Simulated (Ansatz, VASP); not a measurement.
**AlFe in two plane-wave programs**

Aim: how closely do two programs agree when they are given the same cell, functional and k mesh? The cell is invented: As first built, before any earlier steps moved the atoms: it takes the AlCo structure with some of its atoms replaced by other elements, volume scaled by an estimate. It may not be a known or stable phase. The cell comes out of the VASP series on this material, whose earlier steps may have relaxed, scaled or displaced it; both programs get it as it stands.

Main program and level: Ansatz 0.2.0; plane waves, with VASP 6.6.1 beside it; relaxation of cell and atoms at LDA and zone-centre phonons at LDA.

### Step 1. The starting structure

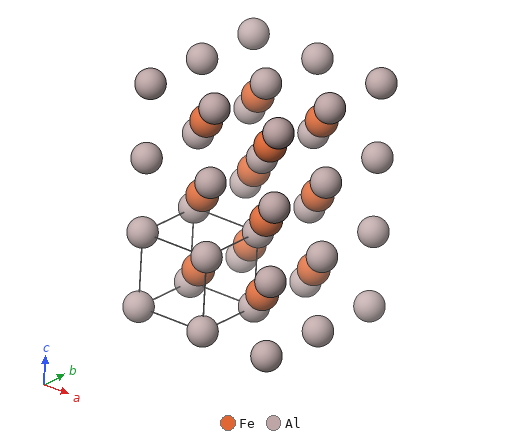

The starting structure, seen from a free direction (iron orange, aluminium light grey). 2×2×3 cells are drawn. Some periodic images of atoms are drawn too.

Coordinates:

```cif
data_structure
_symmetry_space_group_name_H-M 'Pm-3m'
_symmetry_Int_Tables_number 221
_cell_length_a 2.8127
_cell_length_b 2.8127
_cell_length_c 2.8127
_cell_angle_alpha 90.000
_cell_angle_beta 90.000
_cell_angle_gamma 90.000
_cell_volume 22.25
loop_
_atom_site_label
_atom_site_type_symbol
_atom_site_symmetry_multiplicity
_atom_site_Wyckoff_symbol
_atom_site_fract_x
_atom_site_fract_y
_atom_site_fract_z
_atom_site_occupancy
Fe1 Fe 1 b 0.50000 0.50000 0.50000 1
Al1 Al 1 a 0.00000 0.00000 0.00000 1
```

### Step 2. Ansatz: relaxation of cell and atoms, LDA

Ansatz runs on its default PAW (the set named soft_2) files.

The relaxed volume is the usual yardstick between codes: its relative difference is about their pressure difference at one cell divided by the bulk modulus.

Contents of input.yaml:

```yaml
crystal:
  lattice:
    - [2.81268689, 0.0, 0.0]
    - [0.0, 2.81268689, 0.0]
    - [0.0, 0.0, 2.81268689]
  atoms:
    - { symbol: Fe, position: [0.5, 0.5, 0.5], spin: 3.0 }
    - { symbol: Al, position: [0.0, 0.0, 0.0] }
hamiltonian:
  xc: lda
  pseudopotentials: { kind: paw }
magnetization:
  spin_polarized: true
kpoints:
  mp_grid: { grid: [8, 8, 8] }
scf:
  occupations: { method: methfessel_paxton, width: 0.2 }
relax:
  f_tol: 0.01
  max_steps: 60
  cell: { stress_tol: 0.05 }
output:
  forces: true
  stress: true
  write_density: true
  write_potential: true
  elf: true
  volumetric_format: npy
```

Launch:

```sh
$ ansatz run input.yaml --threads 4 --pin off --max-ram 9216MiB --backend cpu --events-out ev --progress --plain --runs-dir out
```

Numbers of over 12 decimals in the logs are rounded to 6 here.

The log of the run:

```text
Engine: ansatz 0.2.0, x86_64-unknown-linux-gnu
Pseudopotentials: kind: paw
Pseudopotential: Fe, paw, valence charge 16, recommended cutoff 420 eV (normal), Fe.paw.azcp
Pseudopotential: Al, paw, valence charge 3, recommended cutoff 420 eV (normal), Al.paw.azcp
Functional definition: SPW92
  exchange = slater_x
  correlation = pw_c
Crystal: 2 atoms, lattice volume = 22.252 Å³
Basis set: ecut = 420 eV, 461 PW (Γ)
Bands: 15, of which v1, the nominal top of the filled ones, is band 10 counted from 1 (9 counted from 0)
Symmetry: 48 space group operations
Space group: Pm-3m (ITA 221), of the structure as read, at distance tolerance 2.8e-5 Å
Magnetic group: BNS 221.92 (UNI 1594), of the structure as read, at distance tolerance 2.8e-5 Å
k-points: 35 of 512
Non-local potential: Fe, projectors of the file, l = 0: 3, l = 1: 2, l = 2: 3, l = 3: 1
Non-local potential: Al, projectors of the file, l = 0: 2, l = 1: 2, l = 2: 1
PAW form: soft (Blöchl's): semilocal exchange-correlation on the pseudo side does not see the compensation charge
PAW frozen core: Fe, regenerated for the run's functional, and the local potential with it (the file was generated under x = pbe(κ = 0.804, μ = 0.219515), c = pbe(β = 0.066725))
PAW frozen core: Al, regenerated for the run's functional, and the local potential with it (the file was generated under x = pbe(κ = 0.804, μ = 0.219515), c = pbe(β = 0.066725))
PAW one-centre angular grid: Fe, 590 points (default); XC on 64 Gauss nodes
PAW one-centre angular grid: Al, 110 points (default); XC on 64 Gauss nodes
Initial density: superposition of atomic densities (chi_scale 0.1, normalization cell)
Starting moments: Σ|m| = 3 μB on 1 of 2 sites
Initial wavefunctions: pseudopotential atomic-orbital guess
Functional: x = slater, c = lda
SCF iter   1: F=—  HF=-4932.557399 eV  |F-HF|=—  |Δ(HF+E_count)|=         —  Δρ=8.78e-2 (↑8.78e-2 ↓3.21e-2)  dr2=1.83e0  dr2_m=2.71e-1  M=2.237 μB ∫|m|=2.454 μB  β_m=0.30  ethr=3.10e-3  ⟨swp⟩=4.2  Hψ=4744  notcnv=0
Mixer restart at iter 1: flushing history
preconditioner: auto → none  [metal: Δε(μ)=0.018 eV  Ē_g=9.673 eV  σ=0.200 eV  W_gap=0.05  n_scr=6 (ndim 8)  ℏωp=26.1 eV  f_vac=0.000  D(μ)=2.48/eV (n_scr^D=32)  sad-step TF]
SCF iter   2: F=—  HF=-4931.937162 eV  |F-HF|=—  |Δ(HF+E_count)|=   6.20e-1  Δρ=3.34e-2 (↑3.34e-2 ↓2.44e-2)  dr2=1.43e-1  dr2_m=1.40e-1  M=2.193 μB ∫|m|=2.401 μB  β_m=0.36  ethr=3.10e-3  ⟨swp⟩=2.7  Hψ=2428  notcnv=0  defer=49
SCF iter   3: F=—  HF=-4933.353996 eV  |F-HF|=—  |Δ(HF+E_count)|=         —  Δρ=1.74e-1 (↑1.74e-1 ↓1.11e-1)  dr2=7.19e-1  dr2_m=4.05e0  M=0.843 μB ∫|m|=0.934 μB  β_m=1.00  ethr=7.52e-4  ⟨swp⟩=2.5  Hψ=1632  notcnv=0  defer=48
Mixer restart at iter 3: flushing history
SCF iter   4: F=—  HF=-4935.586212 eV  |F-HF|=—  |Δ(HF+E_count)|=    2.23e0  Δρ=1.60e-1 (↑1.52e-1 ↓1.60e-1)  dr2=1.70e1  dr2_m=1.29e-2  M=0.754 μB ∫|m|=0.854 μB  β_m=0.36  ethr=2.63e-4  ⟨swp⟩=3.6  Hψ=3056  notcnv=0  defer=57
SCF iter   5: F=—  HF=-4935.647592 eV  |F-HF|=—  |Δ(HF+E_count)|=   6.14e-2  Δρ=1.51e-1 (↑1.51e-1 ↓7.61e-2)  dr2=8.15e0  dr2_m=3.09e-1  M=0.444 μB ∫|m|=0.493 μB  β_m=0.29  ethr=2.63e-4  ⟨swp⟩=4.0  Hψ=3768  notcnv=0  defer=63
SCF iter   6: F=—  HF=-4933.623630 eV  |F-HF|=—  |Δ(HF+E_count)|=    2.02e0  Δρ=7.23e-3 (↑7.23e-3 ↓7.15e-3)  dr2=1.35e-2  dr2_m=6.78e-3  M=0.726 μB ∫|m|=0.795 μB  β_m=0.35  ethr=2.63e-4  ⟨swp⟩=3.2  Hψ=2979  notcnv=0  defer=76
SCF iter   7: F=—  HF=-4933.654234 eV  |F-HF|=—  |Δ(HF+E_count)|=   3.06e-2  Δρ=8.59e-3 (↑2.77e-3 ↓8.59e-3)  dr2=2.23e-2  dr2_m=3.66e-3  M=0.720 μB ∫|m|=0.787 μB  β_m=0.44  ethr=7.10e-5  ⟨swp⟩=2.7  Hψ=2308  notcnv=0  defer=65
SCF iter   8: F=—  HF=-4933.681022 eV  |F-HF|=—  |Δ(HF+E_count)|=   2.68e-2  Δρ=3.31e-3 (↑1.91e-3 ↓3.31e-3)  dr2=4.13e-4  dr2_m=1.34e-3  M=0.706 μB ∫|m|=0.768 μB  β_m=0.72  ethr=7.10e-5  ⟨swp⟩=2.0  Hψ=1461  notcnv=0  defer=65
SCF iter   9: F=—  HF=-4933.681811 eV  |F-HF|=—  |Δ(HF+E_count)|=   7.89e-4  Δρ=2.38e-3 (↑1.40e-3 ↓2.38e-3)  dr2=2.06e-4  dr2_m=7.09e-4  M=0.704 μB ∫|m|=0.763 μB  β_m=0.71  ethr=2.17e-6  ⟨swp⟩=2.3  Hψ=1648  notcnv=0  defer=65
SCF iter  10: F=—  HF=-4933.681889 eV  |F-HF|=—  |Δ(HF+E_count)|=   7.74e-5  Δρ=1.33e-3 (↑1.04e-3 ↓1.33e-3)  dr2=1.93e-5  dr2_m=2.79e-4  M=0.702 μB ∫|m|=0.761 μB  β_m=0.85  ethr=1.09e-6  ⟨swp⟩=2.1  Hψ=1342  notcnv=0  defer=65
SCF iter  11: F=—  HF=-4933.658699 eV  |F-HF|=—  |Δ(HF+E_count)|=         —  Δρ=2.44e-3 (↑2.08e-3 ↓2.44e-3)  dr2=3.40e-5  dr2_m=1.04e-3  M=0.733 μB ∫|m|=0.787 μB  β_m=0.85  ethr=1.01e-7  ⟨swp⟩=2.1  Hψ=1719  notcnv=0  defer=65
Mixer restart at iter 11: flushing history
iteration 11: the input's own smearing fills from here on; a Gaussian of 0.2 eV has filled iterations ahead of it
SCF iter  12: F=—  HF=-4933.658975 eV  |F-HF|=—  |Δ(HF+E_count)|=   2.76e-4  S|Δr|=    0.00e0  Δρ=1.85e-3 (↑1.85e-3 ↓2.06e-4)  dr2=5.82e-4  dr2_m=1.90e-4  M=0.737 μB ∫|m|=0.794 μB  β_m=0.93  ethr=1.01e-7  ⟨swp⟩=2.3  Hψ=1715  notcnv=0  defer=65
SCF iter  13: F=—  HF=-4933.661348 eV  |F-HF|=—  |Δ(HF+E_count)|=   2.37e-3  S|Δr|=    0.00e0  Δρ=5.50e-3 (↑4.26e-3 ↓5.50e-3)  dr2=1.72e-2  dr2_m=9.59e-5  M=0.745 μB ∫|m|=0.803 μB  β_m=0.36  ethr=1.01e-7  ⟨swp⟩=3.2  Hψ=2233  notcnv=0  defer=65  recentre
SCF iter  14: F=—  HF=-4933.658934 eV  |F-HF|=—  |Δ(HF+E_count)|=   2.41e-3  S|Δr|=    0.00e0  Δρ=3.97e-4 (↑3.97e-4 ↓3.62e-4)  dr2=3.53e-7  dr2_m=2.93e-5  M=0.740 μB ∫|m|=0.799 μB  β_m=0.72  ethr=1.01e-7  ⟨swp⟩=3.2  Hψ=2264  notcnv=0  defer=65
SCF iter  15: F=—  HF=-4933.658941 eV  |F-HF|=—  |Δ(HF+E_count)|=   7.59e-6  S|Δr|=    0.00e0  Δρ=1.87e-5 (↑1.87e-5 ↓9.68e-6)  dr2=5.97e-8  dr2_m=2.87e-8  M=0.741 μB ∫|m|=0.802 μB  β_m=0.84  ethr=5.26e-10  ⟨swp⟩=5.5  Hψ=5737  notcnv=0
SCF iter  16: F=-4933.658941 eV  HF=-4933.658941 eV  |F-HF|=4.38e-10  |Δ(HF+E_count)|=   3.52e-8  S|Δr|=    0.00e0  Δρ=3.37e-6 (↑3.37e-6 ↓2.27e-6)  dr2=4.87e-10  dr2_m=1.55e-9  M=0.741 μB ∫|m|=0.802 μB  ethr=3.14e-10  ⟨swp⟩=5.9  Hψ=4160  notcnv=0
SCF 1 converged in 16 iterations: F = -4933.658941 eV  dr2 = 4.87e-10
  greatest PAW one-centre occupation: 1.002 electrons in one spin orbital (limit 2), on the Fe atom at site 0 (counted from 0), in its partial waves of l = 1
relax step   1: F+E_penalty+E_count = -4933.65894124 eV  Δ(F+E_penalty+E_count) = +0.000e0 eV  max|allowed force component| = 3.132e-28 eV/Å  Δτ_max = 0.0000 Å  P = +1.010 GPa  Ω = 22.252 Å³  (16 SCF iters, dr2 threshold 1.00e-7 eV, accepted)
[...]
relax step   2: F+E_penalty+E_count = -4933.65916878 eV  Δ(F+E_penalty+E_count) = -2.275e-4 eV  max|allowed force component| = 3.114e-30 eV/Å  Δτ_max = 0.0000 Å  P = +0.428 GPa  Ω = 22.314 Å³  energy of the carried Pulay correction = -5.129e-5 eV  (6 SCF iters, dr2 threshold 2.00e-7 eV, accepted)
[...]
relax step   3: F+E_penalty+E_count = -4933.65919259 eV  Δ(F+E_penalty+E_count) = -2.381e-5 eV  max|allowed force component| = 1.267e-28 eV/Å  Δτ_max = 0.0000 Å  P = +0.003 GPa  Ω = 22.360 Å³  energy of the carried Pulay correction = -8.913e-5 eV  (6 SCF iters, dr2 threshold 2.00e-7 eV, accepted)
[...]
relax step   4: F+E_penalty+E_count = -4933.65931005 eV  Δ(F+E_penalty+E_count) = -1.175e-4 eV  max|allowed force component| = 1.920e-29 eV/Å  Δτ_max = 0.0000 Å  P = +0.015 GPa  Ω = 22.360 Å³  stress off target by 1.46e-2 GPa  SCF on the basis re-selected at this cell (its energy is not comparable with the rows above)  (5 SCF iters)
basis re-selected at this cell: Δ(F+E_penalty+E_count) = -1.175e-4 eV, ΔP = +0.012 GPa vs the last step (what re-selecting the basis moved, of the pressure what is left beyond the Pulay correction that the steps carried, after the strain that the cell walked since its last selection, with what the two solves' SCF thresholds leave and, on support functions, any second-order correction that the steps lacked; it is no m [...]
SCF converged after 5 iterations
Stability not checked: this state was not tested for a lower state beside it, because cold or Methfessel-Paxton smearing, or corrected tetrahedra, fill the levels in a way that the test cannot read (fill_not_monotonic; see scf.lower_state_search)
Magnetization: 0.7431 μB (9.8716 up, 9.1284 down)
Absolute magnetization: 0.8049 μB (∫|ρ↑−ρ↓|, with the PAW one-centre terms)
Spin contamination: 0.0056 ħ² per cell (⟨S²⟩ above its minimum at these occupations)
Per-site moments (μB) at R_I (Å): [(0.743363, 1.006418), (-0.017834, 1.006418)]
Free energy (F): -4933.659310 eV
Harris-Foulkes:  -4933.659310 eV  (|F-HF|=5.46e-12)
Internal energy: -4933.659796 eV  (E = F + TS)
E sigma→0 (E₀):  -4933.659432 eV
Entropy (-TS):   0.000486 eV (0.243 meV/atom)
Fermi energy:    14.733740 eV
--- Per-component energies (eV) ---
  E_band       = -231.820017
  E_kinetic    = 385.733493
  E_local      = -2686.780149  (includes V_loc(G=0)·N_el)
  E_nonlocal   = 231.151198
  E_hartree    = 1163.355115
  E_xc         = -160.081034
  E_vxc        = -185.515277  (∫ρ·V_xc dr)
  E_paw        = -1749.212585  (= ΣΔE_a)
  E_vpaw       = -303.120643  (= ΣTr[D̂ρ^β])
  E_aug_tail   = 0.000931  (compensation charges beyond the density's cutoff)
  E_ewald      = -2118.284016
  E_core_change = 0.457252  (= ΣΔE_core)
  E_smearing   = 0.000486  (= −TS)
  E_closure    = -0.000000  (closes the sum)
  Σ components = -4933.659310   (vs F -4933.659310, Δ=0.00e0)
--- Forces (eV/Å), atoms counted from 1 ---
  atom   1  Fe     0.00000000    -0.00000000    -0.00000000
  atom   2  Al     0.00000000     0.00000000    -0.00000000
  max |Σ_I F_I| component: 4.58e-29 eV/Å
--- Stress (GPa, compression-positive) ---
        0.014576       0.000000      -0.000000
       -0.000000       0.014576      -0.000000
       -0.000000      -0.000000       0.014576
  P = ⅓ Tr σ = 0.0146 GPa (0.146 kbar)
--- Band table (eV; the first three rows and the last of 70) ---
  k-point 0 ↑: bands = [... 6 lower, 11.9575, 14.4624, 14.4624, 14.4624, 21.4002, 21.4002, 21.4002, 24.3837, ... 1 higher]
  k-point 1 ↑: bands = [... 6 lower, 12.0485, 14.2797, 14.2797, 14.4826, 19.4288, 21.8336, 21.8336, 24.2807, ... 1 higher]
  k-point 2 ↑: bands = [... 6 lower, 12.2791, 13.8883, 13.8883, 14.5316, 17.0945, 22.9844, 22.9844, 24.0010, ... 1 higher]
  k-point 34 ↓: bands = [... 6 lower, 11.3204, 15.8961, 15.8961, 17.9006, 17.9006, 17.9006, 19.4433, 21.5810, ... 1 higher]
--- Relaxed structure (3 steps of the walk, 3 accepted, 1 SCFs on fresh bases) ---
  F+E_penalty+E_count = -4933.65931005 eV   max|allowed force component| = 1.920e-29 eV/Å   (the final SCF, on the basis selected at the relaxed cell)
  cell:  # Å, volume = 22.3600 Å³
    - [2.817240, 0, 0]
    - [0, 2.817240, 0]
    - [0, 0, 2.817240]
  atoms:
    - { symbol: Fe, position: [0.500000, 0.500000, 0.500000] }
    - { symbol: Al, position: [0, 0, 0] }
```

Run time: 1.6 s. Hardware: 4 threads of AMD EPYC 9R14 (Zen 4), shared host; peak memory 0.43 GiB; 4.9 s of CPU time.

(Continued in part 2 of 2.)

[Lines on the potential files, build, host, timing and source positions are cut from VASP's logs without a mark.]

[Logs are printed without paths, hosts, clocks, repeated set-up lines and the standing remarks that a program may print on its own settings, such as how far it seeks lower states.]

[Hosts, paths, dates, database ids (printed as entryN), source tags and the programs' standing remarks are cut or masked in the printed files.]
